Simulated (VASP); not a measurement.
Band structure of Tl (hcp). Method: AM05 GGA, VASP's PBE PAW potentials (set 64) (plane waves; VASP).

Unless said otherwise, spin-orbit coupling is left out, though it shifts the bands of the heavy elements here.

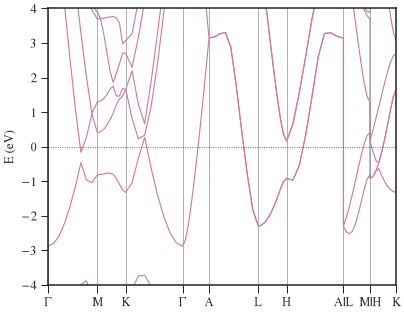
Bands along high-symmetry lines, zero at the valence-band maximum or, without a gap, the Fermi level

Question: Read the plot: is there a gap, and where are the band edges?

Answer: It has no gap at this level: it comes out as a metal or semimetal. (Edges off the drawn lines would not show.)

The compound is Tl in the hcp structure. It was relaxed first.
